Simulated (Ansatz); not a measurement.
BH3ClF: several calculations on one system

Part 1: Relaxation

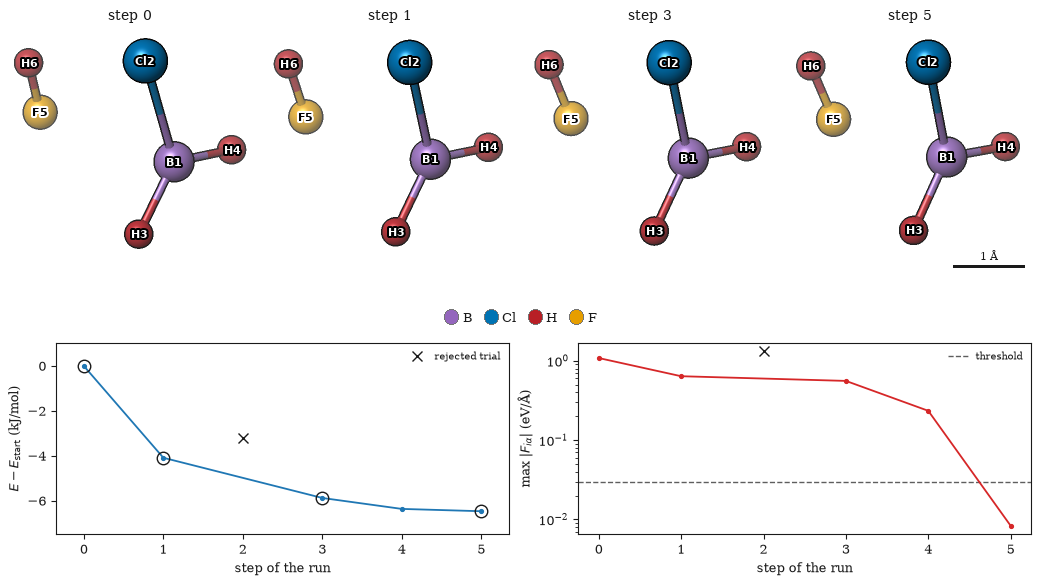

Frames of a relaxation of BH3ClF, marked on the history of the run. A ball-and-stick model, seen from a free direction.

The run prepares an end point of a later path (reaction) calculation, from a guessed geometry.

Level of theory: Ansatz 0.2.0, RKS BHLYP-D4/6-31G*.

The input:
```yaml
crystal:
  periodic: [false, false, false]
  atoms:
    - { symbol: B, position_ang: [-0.005816, 0.28327, 0.055116] }
    - { symbol: Cl, position_ang: [-0.014901, 0.609619, 1.850738] }
    - { symbol: H, position_ang: [1.044064, 0.274338, -0.475841] }
    - { symbol: H, position_ang: [-1.053729, 0.208021, -0.474433] }
    - { symbol: F, position_ang: [0.072964, -2.167049, 0.614509] }
    - { symbol: H, position_ang: [0.077717, -1.9374, 1.51061] }
basis:
  gaussian: { orbitals: "6-31G*" }
hamiltonian:
  xc: { name: BHLYP }
  dispersion: d4
relax:
  f_tol: 0.03
  max_steps: 50
```

Run as
```bash
ansatz run input.yaml --threads 1 --pin off --max-ram 2048MiB --backend cpu --events-out ev --progress --plain --runs-dir out
```

Describe the path.

Answer. The energy falls by 6.46 kJ/mol in 4 accepted moves (5 points after the start). The largest force component goes from 1.1 to 0.0083 eV/Å. The line search rejected the trial step at point 2 of the run. F5 moves most after the best rigid fit: 0.25 Å. By element the largest moves are F 0.25 Å, B 0.13 Å, H 0.11 Å, Cl 0.06 Å. Near-neighbour distances that change, for instance: B1–F5 2.515 → 2.142 Å, B1–Cl2 1.825 → 1.783 Å, F5–H6 0.925 → 0.930 Å. Among the angles between lasting bonds that change: H3–B1–H4 126.2° → 124.2°. The run took 13 s on 1 thread of Arm Neoverse V1, on a shared host, peak memory 0.12 GiB. From step 0 to 1: F5 moves most (0.11 Å), energy −4.08 kJ/mol. From step 1 to 3: F5 moves most (0.10 Å), energy −1.79 kJ/mol. From step 3 to 5: F5 moves most (0.05 Å), energy −0.59 kJ/mol.

Limits of the set-up: the start holds two separate molecules, 2.5 Å apart at their closest, whose relative position is a soft coordinate.

Part 2: Relaxation

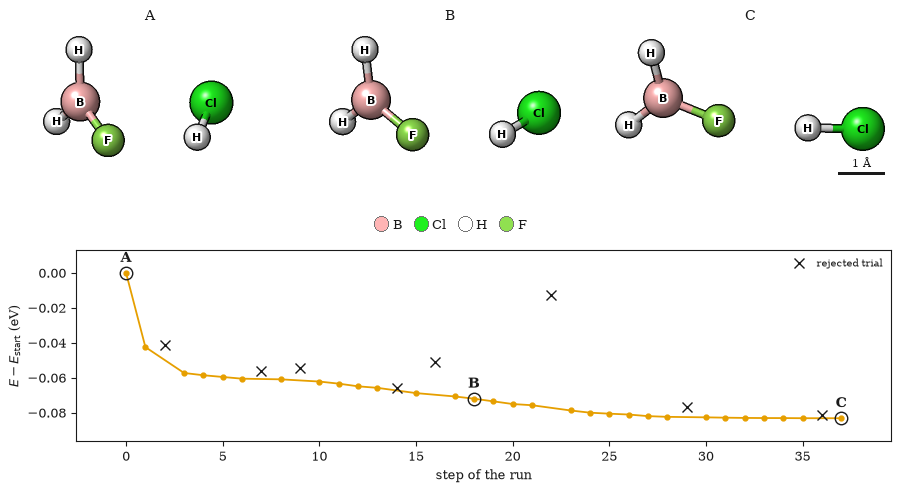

Frames of a relaxation of BH₃ClF, marked on the history of the run. Style: ball-and-stick. Shown from a free direction.

The run prepares an end point of a later path (reaction) calculation, from a guessed geometry.

All numbers below come from RKS BHLYP-D4/6-31G* in Ansatz. (no spin polarisation; force threshold 0.03 eV/Å; at most 50 steps)

Describe the path.

Answer. The atom that moves furthest after the best rigid fit is the Cl atom (1.30 Å). By element the largest moves are Cl 1.30 Å, F 0.80 Å, H 0.69 Å, B 0.39 Å. Among the contacts that change: Cl–H 1.324 → 1.278 Å. The energy falls by 0.083 eV in 29 accepted moves (37 points after the start). Largest force component: 1.3 eV/Å at the start, 0.0084 eV/Å at the end. The line search rejected the trial steps at points 2, 7, 9, 14, 16, 22, 29, 36 of the run. The forces were under the threshold at step 18, but the run went on from there. Cost: 67 s on 1 thread of Arm Neoverse V1, on a shared host, peak memory 0.12 GiB. From step 0 to 18: the Cl atom moves most (0.65 Å), energy −0.072 eV. From step 18 to 37: the Cl atom moves most (0.67 Å), energy −0.011 eV.

Part 3: Path

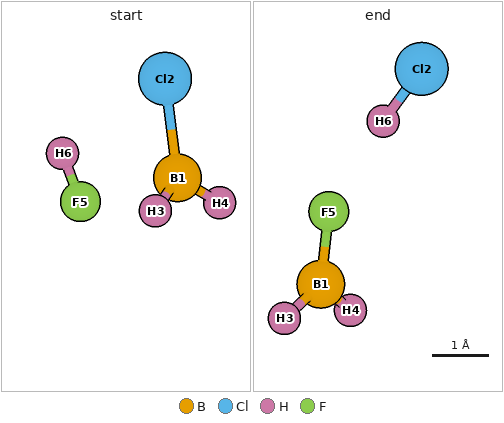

The two relaxed end points of a path for BH₃ClF. A ball-and-stick model, seen at a tilt.

Computed with RKS BHLYP-D4/6-31G* (Ansatz 0.2.0).

Run with 7 movable images; climbing image; force threshold 0.05 eV/Å; iteration limit 60.

Start:
```xyz
6

B    -0.0014    0.1684    0.1237
Cl   -0.0147    0.6683    1.8349
H     1.0389    0.1825   -0.4296
H    -1.0426    0.1129   -0.4254
F     0.0697   -1.9345    0.5237
H     0.0703   -1.9268    1.4534
```

End:
```xyz
6

B     0.0111   -0.2174   -0.7963
Cl    0.0341   -0.8320    3.6718
H     1.0503    0.0787   -1.2826
H    -1.0496    0.0152   -1.2701
F     0.0374   -0.8572    0.3610
H     0.0370   -0.9165    2.3970
```

Predict the minimum-energy path and its barrier.

Answer. The highest point, image 2, lies 13.8 kcal/mol above the start and 28.4 kcal/mol above the end; the end is at −14.6 kcal/mol relative to the start. Breaking: B1–Cl2 (1.78 → 2.06 at the top → 4.51 Å), F5–H6 (0.93 → 1.18 at the top → 2.04 Å). Forming: B1–F5 (2.14 → 1.52 at the top → 1.32 Å), Cl2–H6 (2.62 → 1.54 at the top → 1.28 Å). The band is converged.

Energies of the converged images:

| image | path (Å) | E (kcal/mol) |
| --- | --- | --- |
| 0 | 0.00 | 0.0 |
| 1 | 0.50 | 2.8 |
| 2 | 1.00 | 13.8 |
| 3 | 1.53 | -5.7 |
| 4 | 2.07 | -13.2 |
| 5 | 2.60 | -14.1 |
| 6 | 3.14 | -14.4 |
| 7 | 3.67 | -14.6 |
| 8 | 4.21 | -14.6 |

The geometry at the top of the path:

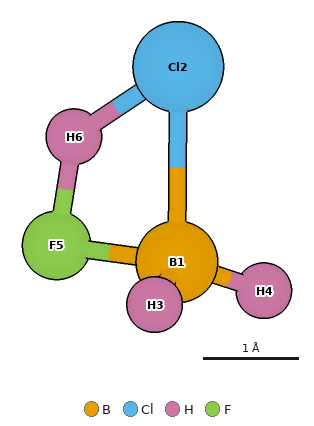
